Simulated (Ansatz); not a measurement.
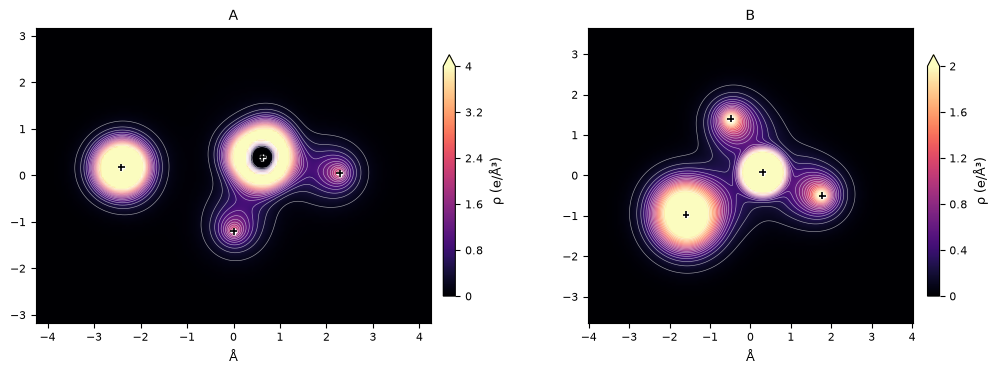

The electron density of 2 systems, each on a plane through atoms (crosses mark nuclei in the plane).

Level of theory: RKS PBE0-D4/def2-SVP (Ansatz).

System 1: AlClH2, the molecular plane. Not at a stationary point (largest force 1.6 eV/Å).

```json
{"atom": "Al", "x (Å)": "0.2993", "y (Å)": "0.0000", "z (Å)": "0.0250"}
{"atom": "Cl", "x (Å)": "1.0837", "y (Å)": "0.0000", "z (Å)": "2.0534"}
{"atom": "H", "x (Å)": "1.7638", "y (Å)": "0.0000", "z (Å)": "-0.4791"}
{"atom": "H", "x (Å)": "-1.1998", "y (Å)": "0.0000", "z (Å)": "-0.4750"}
```

System 2: H4W···HF, the plane of atoms H6, W1 and H7. Core potentials replace the inner electrons of W.

```xyz
7

W    -0.3381    0.0704   -0.5486
F     0.8830   -0.1018    2.2301
H     1.5899   -0.1283    1.6344
H     0.4411    1.5535   -0.2731
H    -1.7253   -0.0385    0.4173
H     0.7864   -1.1936   -0.3254
H    -0.6975   -0.1617   -2.1952
```

Match each panel to its system.

Panel A is system 2, H4W···HF: the plane holds W, F and H. W1···F2 (3.04 Å): the density falls to about 0.06 e/Å³ on the way. Panel B is system 1, AlClH2: the plane holds Al, Cl and H. Al–Cl (2.17 Å): ρ at the midpoint is about 0.62 e/Å³.
